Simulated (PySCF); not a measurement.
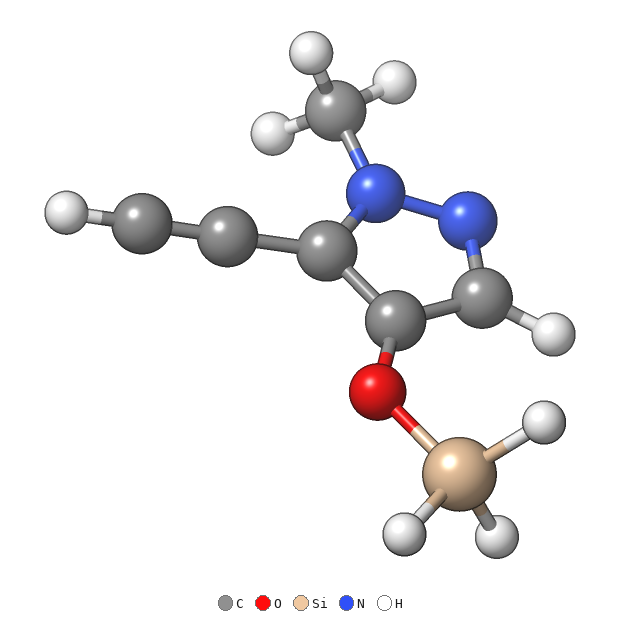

The geometry was computed by an optimisation with PBE0-D3(BJ)/def2-SVP. No frequency run is at hand to confirm it as a minimum.

Draw it as a skeletal formula.

SMILES: C#Cc1c(O[SiH3])cnn1C

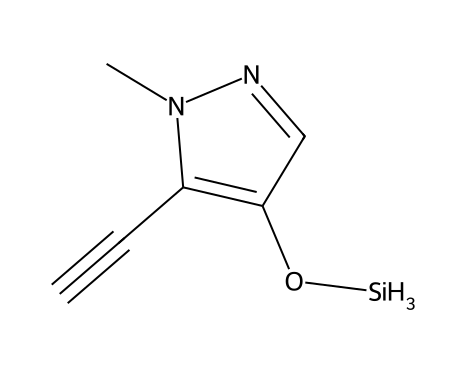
